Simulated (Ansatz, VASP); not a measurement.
# PbO in two plane-wave programs, part 2 of 2

One calculation is typed for both programs; each brings its own data sets. How far apart do they land? The cell is taken from a series of VASP runs on this material, whose earlier steps may have relaxed, scaled or displaced it; both programs get it as it stands. Other levels of theory on this material are compared in a session of their own. Valence electrons are named where the data sets of a main pair hold unlike numbers.

VASP 6.6.1 and Ansatz 0.2.0.

So far: The structure; Ansatz: band structure, LDA, spin-orbit coupling.

## 3. VASP: band structure, LDA, spin-orbit coupling

Level of this step: LDA, spin-orbit coupling; plane waves and PAW (Pb_d, O) (VASP).

The same cell, functional (in two slightly different forms), mesh and smearing now go to VASP, with its own data sets.

Lines of VASP's logs that name or quote its potential files are left out, and so is its time.

Contents of INCAR:

```
SYSTEM = PbO
PREC = Accurate
ENCUT = 520
EDIFF = 1E-06
NELM = 100
ISMEAR = 0
SIGMA = 0.02
LREAL = .FALSE.
ALGO = Normal
GGA = CA
LNONCOLLINEAR = .TRUE.
MAGMOM = 0 0 0 0 0 0 0 0 0 0 0 0
NBANDS = 52
GGA_COMPAT = .FALSE.
LASPH = .TRUE.
LSORBIT = .TRUE.
LORBIT = 11
LWAVE = .FALSE.
LCHARG = .FALSE.
KPAR = 4
ISIF = 2
```

Contents of POSCAR:

```
PbO
1.0
    3.9900000000      0.0000000000      0.0000000000
    0.0000000000      3.9900000000      0.0000000000
    0.0000000000      0.0000000000      5.0100000000
Pb O
2 2
Direct
    0.0000000000      0.5000000000      0.2333557641
    0.5000000000      0.0000000000      0.7666442359
    0.0000000000      0.0000000000      0.0000000000
    0.5000000000      0.5000000000      0.0000000000
```

Contents of KPOINTS:

```
Automatic mesh
0
Gamma
8 8 6
0 0 0
```

Contents of KPOINTS_OPT:

```
Line mode
16
Line-mode
Reciprocal
  0.00000000   0.00000000   0.00000000 GAMMA
  0.00000000   0.50000000   0.00000000 X

  0.00000000   0.50000000   0.00000000 X
  0.50000000   0.50000000   0.00000000 M

  0.50000000   0.50000000   0.00000000 M
  0.00000000   0.00000000   0.00000000 GAMMA

  0.00000000   0.00000000   0.00000000 GAMMA
  0.00000000   0.00000000   0.50000000 Z

  0.00000000   0.00000000   0.50000000 Z
  0.00000000   0.50000000   0.50000000 R

  0.00000000   0.50000000   0.50000000 R
  0.50000000   0.50000000   0.50000000 A

  0.50000000   0.50000000   0.50000000 A
  0.00000000   0.00000000   0.50000000 Z

  0.00000000   0.50000000   0.00000000 X
  0.00000000   0.50000000   0.50000000 R

  0.50000000   0.50000000   0.00000000 M
  0.50000000   0.50000000   0.50000000 A
```

The projector-augmented-wave data sets are Pb_d and O (LDA family, release 64).

Launch:

```bash
> mpirun -np 4 vasp_ncl
```

Numbers of over 12 decimals in the logs are rounded to 6 here.

The program printed:

```text
[banner, memory and clock lines left out]
running    4 mpi-ranks, on    1 nodes
 distrk:  each k-point on    1 cores,    4 groups
 distr:  one band on    1 cores,    1 groups

 POSCAR found type information on POSCAR PbO
 POSCAR found :  2 types and       4 ions
 LDA part: xc-table for (Slater(with rela. corr.)+CA(PZ))
 , standard interpolation
 POSCAR, INCAR and KPOINTS ok, starting setup
 FFT: planning ... GRIDC
 FFT: planning ... GRID_SOFT
 FFT: planning ... GRID
 WAVECAR not read
 entering main loop
       N       E                     dE             d eps       ncg     rms          rms(c)
DAV:   1     0.542028189536E+03    0.54203E+03   -0.18733E+04  6244   0.183E+03
DAV:   2     0.665428739868E+02   -0.47549E+03   -0.45068E+03  6456   0.516E+02
DAV:   3    -0.225213066873E+02   -0.89064E+02   -0.83851E+02  7816   0.243E+02
DAV:   4    -0.292352200084E+02   -0.67139E+01   -0.66159E+01  8180   0.683E+01
DAV:   5    -0.294024363623E+02   -0.16722E+00   -0.16681E+00  8092   0.123E+01    0.117E+01
DAV:   6    -0.253765919241E+02    0.40258E+01   -0.14761E+01  9624   0.429E+01    0.520E+00
DAV:   7    -0.252203485419E+02    0.15624E+00   -0.26239E+00  8280   0.149E+01    0.249E+00
DAV:   8    -0.251752547344E+02    0.45094E-01   -0.58328E-01  8688   0.532E+00    0.746E-01
DAV:   9    -0.251571967026E+02    0.18058E-01   -0.28063E-02  9700   0.289E+00    0.179E-01
DAV:  10    -0.251580664789E+02   -0.86978E-03   -0.87841E-03  8100   0.843E-01    0.110E-01
DAV:  11    -0.251582999013E+02   -0.23342E-03   -0.65676E-04 10460   0.268E-01    0.704E-02
DAV:  12    -0.251581891855E+02    0.11072E-03   -0.43477E-04  9212   0.323E-01    0.274E-02
DAV:  13    -0.251581819421E+02    0.72434E-05   -0.72906E-05  8860   0.911E-02    0.151E-02
DAV:  14    -0.251581808087E+02    0.11334E-05   -0.11799E-05  8308   0.267E-02    0.754E-03
DAV:  15    -0.251581802208E+02    0.58788E-06   -0.54146E-07  3740   0.763E-03
   1 F= -.25158180E+02 E0= -.25158180E+02  d E =-.660190E-33  mag=    -0.0000     0.0000    -0.0000
 Start KPOINTS_OPT (optional k-point list driver)
k-point batch [1-60\144]
       N       E                     dE             ncg
DAV:   1     0.178831633203E+05   -0.17988E+05     6240
DAV:   2    -0.972155799634E+04   -0.27605E+05     6404
DAV:   3    -0.146450260787E+05   -0.49235E+04     7588
DAV:   4    -0.150674190467E+05   -0.42239E+03     8200
DAV:   5    -0.150801598539E+05   -0.12741E+02     8144
DAV:   6    -0.150807085389E+05   -0.54869E+00     8372
DAV:   7    -0.150807411500E+05   -0.32611E-01     9228
DAV:   8    -0.150807421087E+05   -0.95872E-03     8896
DAV:   9    -0.150807421238E+05   -0.15097E-04     6880
DAV:  10    -0.150807421247E+05   -0.93370E-06     4660
[...]
k-point batch [121-144\144]
       N       E                     dE             ncg
DAV:   1     0.469002174999E+05   -0.24458E+05     2496
DAV:   2     0.359372365025E+05   -0.10963E+05     2624
DAV:   3     0.340909856937E+05   -0.18463E+04     3048
DAV:   4     0.339401212281E+05   -0.15086E+03     3264
DAV:   5     0.339357936309E+05   -0.43276E+01     3220
DAV:   6     0.339356043929E+05   -0.18924E+00     3332
DAV:   7     0.339355932571E+05   -0.11136E-01     3644
DAV:   8     0.339355930107E+05   -0.24638E-03     3472
DAV:   9     0.339355930058E+05   -0.49127E-05     2608
DAV:  10     0.339355930055E+05   -0.31006E-06     1744
```

From OUTCAR (step 3):

```text
ion  position               nearest neighbor table
   1  0.000  0.500  0.233-   3 2.31   4 2.31   3 2.31   4 2.31   2 3.66   2 3.66   2 3.66   2 3.66
                             2 3.89   2 3.89   2 3.89   2 3.89
   2  0.500  0.000  0.767-   3 2.31   4 2.31   4 2.31   3 2.31   1 3.66   1 3.66   1 3.66   1 3.66
                             1 3.89   1 3.89   1 3.89   1 3.89
   3  0.000  0.000  0.000-   1 2.31   2 2.31   1 2.31   2 2.31
   4  0.500  0.500  0.000-   1 2.31   2 2.31   2 2.31   1 2.31

  LATTYP: Found a simple tetragonal cell.
 ALAT       =     3.9900000000
 C/A-ratio  =     1.2556390977

 Subroutine GETGRP returns: Found 16 space group operations
 (whereof  8 operations were pure point group operations)

The static configuration has the point symmetry D_2d.
 The point group associated with its full space group is D_4h.

 Found     60 irreducible k-points:

   k-points           NKPTS =     60   k-points in BZ     NKDIM =     60   number of bands    NBANDS=     52

   dimension x,y,z NGX =    30 NGY =   30 NGZ =   40
   dimension x,y,z NGXF=    60 NGYF=   60 NGZF=   80

   ENCUT  =  520.0 eV  38.22 Ry    6.18 a.u.   7.42  7.42  9.32*2*pi/ulx,y,z

   NELECT =      40.0000    total number of electrons

 k-points in reciprocal lattice and weights: Automatic mesh
   0.00000000  0.00000000  0.00000000       0.003
   0.12500000  0.00000000  0.00000000       0.010
   0.25000000  0.00000000  0.00000000       0.010
   0.37500000  0.00000000  0.00000000       0.010
   0.50000000  0.00000000  0.00000000       0.005
   0.12500000  0.12500000  0.00000000       0.010
   0.25000000  0.12500000  0.00000000       0.021
   0.37500000  0.12500000  0.00000000       0.021
   0.50000000  0.12500000  0.00000000       0.010
[...]
0.50000000  0.37500000  0.50000000       0.010
   0.50000000  0.50000000  0.50000000       0.003

 average (electrostatic) potential at core
       1 -91.3839       2 -91.3839       3 -70.7144       4 -70.7144

 E-fermi :   4.8979

 k-point     1 :       0.0000    0.0000    0.0000
  band No.  band energies     occupation
    ...
     36       2.9953      1.00000
     37       3.0362      1.00000
     38       3.0362      1.00000
     39       4.7093      1.00000
     40       4.7093      1.00000
     41       6.8934      0.00000
     42       6.8934      0.00000
     43       9.1352      0.00000
     44       9.1352      0.00000
     45      10.0632      0.00000
    ...

 k-point     2 :       0.1250    0.0000    0.0000
  band No.  band energies     occupation
    ...
     36       2.8630      1.00000
     37       2.9935      1.00000
     38       2.9935      1.00000
     39       4.7338      1.00000
     40       4.7338      1.00000
     41       7.3027      0.00000
     42       7.3027      0.00000
     43       8.8352      0.00000
     44       8.8352      0.00000
     45       9.8780      0.00000
    ...

 k-point     3 :       0.2500    0.0000    0.0000
  band No.  band energies     occupation
    ...
     36       2.5609      1.00000
     37       2.7376      1.00000
     38       2.7376      1.00000
     39       4.5614      1.00000
     40       4.5614      1.00000
     41       7.9228      0.00000
     42       7.9228      0.00000
     43       8.2749      0.00000
     44       8.2749      0.00000
     45       9.7382      0.00000
    ...

  Total       -1.1312214     -1.1312214     -0.4672978      0.0000000      0.0000000      0.0000000
  in kB      -22.7234718    -22.7234718     -9.3868709      0.0000000      0.0000000      0.0000000
  external PRESSURE =     -18.2779382 kB  Pullay stress =       0.0000000 kB

  energy-cutoff  :      520.00
  volume of cell :       79.76
      direct lattice vectors                 reciprocal lattice vectors
     3.990000000  0.000000000  0.000000000     0.250626566  0.000000000  0.000000000
     0.000000000  3.990000000  0.000000000     0.000000000  0.250626566  0.000000000
     0.000000000  0.000000000  5.010000000     0.000000000  0.000000000  0.199600798

 POSITION                                       TOTAL-FORCE (eV/Angst)
 -----------------------------------------------------------------------------------
      0.00000      1.99500      1.16911         0.000000      0.000000      0.021103
      1.99500      0.00000      3.84089        -0.000000      0.000000     -0.021103
      0.00000      0.00000      0.00000         0.000000     -0.000000      0.000000
      1.99500      1.99500      0.00000         0.000000      0.000000      0.000000
 -----------------------------------------------------------------------------------
    total drift:                                0.000000      0.000000     -0.000000

  FREE ENERGIE OF THE ION-ELECTRON SYSTEM (eV)
  ---------------------------------------------------
  free  energy   TOTEN  =       -25.1581802208 eV

  energy  without entropy=      -25.1581802208  energy(sigma->0) =      -25.15818022

 Spin-Orbit-Coupling matrix elements
 Ion:    1  E_soc:     -0.7948913
 Ion:    2  E_soc:     -0.7948913
 Ion:    3  E_soc:     -0.0010066
 Ion:    4  E_soc:     -0.0010066

 total charge
# of ion       s       p       d       tot
------------------------------------------
    1        1.370   0.650   9.880  11.900
    2        1.370   0.650   9.880  11.900
    3        1.569   3.368   0.000   4.937
    4        1.569   3.368   0.000   4.937
--------------------------------------------------
tot          5.878   8.037  19.760  33.675

 magnetization (x)
# of ion       s       p       d       tot
------------------------------------------
    1        0.000   0.000   0.000   0.000
    2        0.000   0.000   0.000   0.000
    3        0.000   0.000   0.000   0.000
    4        0.000   0.000   0.000   0.000
--------------------------------------------------
tot          0.000   0.000   0.000   0.000

 magnetization (y)
# of ion       s       p       d       tot
------------------------------------------
    1       -0.000   0.000  -0.000  -0.000
    2       -0.000   0.000   0.000  -0.000
    3        0.000   0.000   0.000   0.000
    4        0.000   0.000   0.000   0.000
--------------------------------------------------
tot         -0.000   0.000  -0.000  -0.000

 magnetization (z)
# of ion       s       p       d       tot
------------------------------------------
    1        0.000   0.000   0.000   0.000
    2        0.000   0.000   0.000   0.000
    3       -0.000   0.000   0.000  -0.000
    4        0.000  -0.000   0.000  -0.000
--------------------------------------------------
tot          0.000  -0.000   0.000  -0.000

[... 3 further parts left out ...]
```

VASP adds spin-orbit coupling inside the spheres on scalar-relativistic partial waves, which describe the 6p1/2 states imperfectly, so such gaps can be off by a tenth of an eV or more.

## 4. Side by side

Known differences besides the potentials themselves: spin-orbit coupling enters by fully relativistic files in Ansatz and inside the spheres in VASP; the two LDA forms differ slightly; the cutoff is 420 eV in Ansatz and 520 eV in VASP; VASP's log shows a relativistic correction to its local exchange, Ansatz's none. Total energies have different zeros and are not compared.

Both answers:

| quantity | Ansatz | VASP | difference |
| --- | --- | --- | --- |
| pressure (GPa) | -2.12 | -1.83 | -0.30 |
| pressure without Ansatz's Pulay correction (GPa) | -2.54 | -1.83 | -0.72 |
| gap over the path points (eV) | 1.224 | 1.225 | -0.001 |

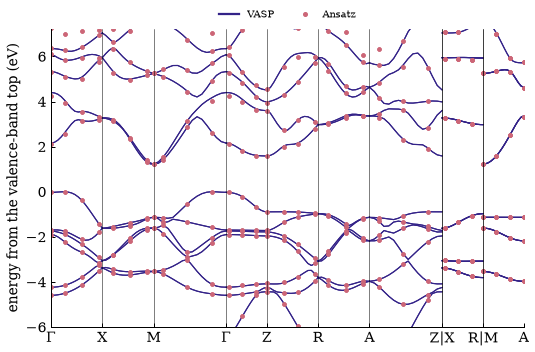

Bands from VASP (lines) and levels from Ansatz (dots). Dots without a line are higher empty bands that the VASP plot leaves out.

Levels at points of the path, from each program's valence-band top (eV; 8 filled, then empty):

| k (reciprocal lattice) | Ansatz | VASP |
| --- | --- | --- |
| 0.000 0.000 0.000 | -1.91 -1.91 -1.73 -1.73 -1.69 -1.69 -0.02 -0.02 2.13 2.13 4.23 4.23 5.30 5.30 | -1.90 -1.90 -1.74 -1.74 -1.70 -1.70 -0.03 -0.03 2.16 2.16 4.40 4.40 5.33 5.33 |
| 0.000 0.133 0.000 | -2.23 -2.23 -1.88 -1.88 -1.74 -1.74 0.00 0.00 2.58 2.58 3.95 3.95 5.08 5.08 | -2.22 -2.22 -1.89 -1.89 -1.75 -1.75 0.00 0.00 2.62 2.62 4.06 4.06 5.13 5.13 |
| 0.000 0.300 0.000 | -2.69 -2.69 -2.32 -2.32 -2.10 -2.10 -0.39 -0.39 3.12 3.12 3.54 3.54 5.02 5.02 | -2.69 -2.69 -2.33 -2.33 -2.11 -2.11 -0.38 -0.38 3.16 3.16 3.56 3.56 5.08 5.08 |
| 0.000 0.467 0.000 | -3.15 -3.15 -2.91 -2.91 -1.80 -1.80 -1.42 -1.42 3.20 3.20 3.32 3.32 5.75 5.75 | -3.16 -3.16 -2.93 -2.93 -1.80 -1.80 -1.42 -1.42 3.22 3.22 3.34 3.34 5.83 5.83 |
| 0.100 0.500 0.000 | -2.81 -2.81 -2.80 -2.80 -1.62 -1.62 -1.54 -1.54 3.12 3.12 3.19 3.19 5.29 5.29 | -2.82 -2.82 -2.81 -2.81 -1.62 -1.62 -1.55 -1.55 3.15 3.15 3.21 3.21 5.37 5.37 |
| 0.267 0.500 0.000 | -2.19 -2.19 -2.06 -2.06 -1.51 -1.51 -1.37 -1.37 2.33 2.33 2.40 2.40 4.95 4.95 | -2.19 -2.19 -2.07 -2.07 -1.51 -1.51 -1.38 -1.38 2.35 2.35 2.41 2.41 5.00 5.00 |
| 0.433 0.500 0.000 | -1.68 -1.68 -1.63 -1.63 -1.20 -1.20 -1.18 -1.18 1.31 1.31 1.40 1.40 5.16 5.16 | -1.67 -1.67 -1.62 -1.62 -1.21 -1.21 -1.19 -1.19 1.32 1.32 1.40 1.40 5.16 5.16 |
| 0.500 0.500 0.000 | -1.62 -1.62 -1.62 -1.62 -1.13 -1.13 -1.13 -1.13 1.22 1.22 1.22 1.22 5.26 5.26 | -1.61 -1.61 -1.61 -1.61 -1.14 -1.14 -1.14 -1.14 1.23 1.23 1.23 1.23 5.25 5.25 |
| 0.433 0.433 0.000 | -1.85 -1.85 -1.49 -1.49 -1.36 -1.36 -1.15 -1.15 1.41 1.41 1.53 1.53 5.11 5.11 | -1.85 -1.85 -1.48 -1.48 -1.37 -1.37 -1.15 -1.15 1.42 1.42 1.54 1.54 5.11 5.11 |
| 0.267 0.267 0.000 | -2.91 -2.91 -2.67 -2.67 -1.33 -1.33 -0.55 -0.55 2.85 2.85 3.12 3.12 4.42 4.42 | -2.91 -2.91 -2.69 -2.69 -1.34 -1.34 -0.54 -0.54 2.87 2.87 3.16 3.16 4.46 4.46 |

At this near-relaxed geometry the largest component of a force difference is 67 meV/Å. Among the levels compared at these points, filled levels agree within 20 meV and empty ones within 168 meV. Ansatz's pressure holds a Pulay correction of 0.42 GPa; VASP's holds none.

## 5. Other set-ups

Further runs change the set-up of one program: Ansatz's method, potentials or start, or VASP's data sets, cutoff or form of LDA. The table gives Ansatz less VASP for each quantity, since a change that brings one quantity closer may part another.

| run | r.m.s. force difference (meV/Å) | pressure (GPa) | gap over the path points (eV) | pressure without Ansatz's Pulay correction (GPa) |
| --- | --- | --- | --- | --- |
| as above | 27 | -0.30 | -5.0e-4 | -0.72 |
| cores kept as stored | 26 | -0.28 | -0.0021 | -0.67 |
| Ansatz's larger PAW set (cutoff 900 eV) | 23 | -0.22 | 0.0044 | -0.28 |

## 6. Results

```yaml
r_m_s_force_difference_band_structure_lda_spin_orbit_coupling: 27 meV/Å
```

What this shows: The r.m.s. force difference is 27 meV/Å (band structure, LDA, spin-orbit coupling), beyond the 12 meV/Å picked in this series as the mark of a large difference. Band structure, LDA, spin-orbit coupling, cores kept as stored: the difference in gap over the path points goes from -5.0e-4 to -0.0021 eV. Band structure, LDA, spin-orbit coupling, Ansatz's larger PAW set (cutoff 900 eV): the difference in pressure goes from -0.30 to -0.22 GPa; the difference in gap over the path points goes from -5.0e-4 to 0.0044 eV; the difference in pressure without Ansatz's Pulay correction goes from -0.72 to -0.28 GPa. 18 further runs of this series are not shown here. How closely two codes agree says nothing of how well the functional describes the real material.

[Lines on the potential files, build, host, timing and source positions are cut from VASP's logs without a mark.]

[Logs are printed without paths, hosts, clocks, repeated set-up lines and the standing remarks that a program may print on its own settings, such as how far it seeks lower states.]

[Hosts, paths, dates, database ids (printed as entryN), source tags and the programs' standing remarks are cut or masked in the printed files.]
